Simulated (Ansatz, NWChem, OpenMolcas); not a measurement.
**Abstraction of H: GeH3(CH3) + Si(SiH2)F3 → GeH2(CH3) + Si(SiH3)F3**

Species: GeH3(CH3) (methyl germane), singlet; Si(SiH2)F3, doublet; GeH2(CH3), doublet; Si(SiH3)F3, singlet. A radical takes H: the energy is the difference in strength between the Ge–H bond broken and the Si–H bond made.

Shapes, held fixed at every level: PBE0-D4/def2-TZVP. Programs: Ansatz 0.2.0, NWChem 7.3.0, OpenMolcas 26.06. A level may come from different programs for different species; with the same settings they agree closely. The zero-point and thermal change to 298 K, harmonic and unscaled (PBE0-D4/def2-TZVP), is +0.1 kJ/mol.

| level | kind | ΔH(298 K) (kJ/mol) | less CCSD(T)/def2-TZVPP |
| --- | --- | --- | --- |
| MP2/def2-TZVPP | perturbation theory | -10.8 | -0.6 |
| PBE-D4/def2-TZVPP | GGA | -10.2 | 0.0 |
| B3LYP/6-31G* (spherical functions) | global hybrid | -19.0 | -8.8 |
| B3LYP-D4/def2-TZVPP | global hybrid | -14.8 | -4.6 |
| PBE0-D4/def2-TZVPP | global hybrid | -10.1 | +0.1 |
| wB97M-V/def2-TZVPP | range-separated hybrid | -19.3 | -9.1 |
| wB97X-V/def2-TZVPP | range-separated hybrid | -14.1 | -3.9 |
| CCSD(T)/def2-TZVPP | coupled cluster or CI | -10.2 | 0.0 |

The highest level, CCSD(T)/def2-TZVPP, gives ΔH(298 K) = -10.2 kJ/mol; the levels span -19.3 to -10.1. The column of differences is taken from that level and isn't an error. No measured value is set beside it here. Open shells run unrestricted. Relativity is left out for Ge. Outer-core shells of Ge are correlated in most correlated rows, in sets that cover them unevenly.

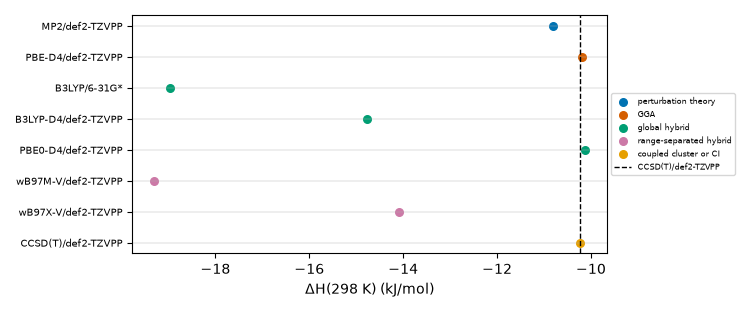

The values of the table, level by level.
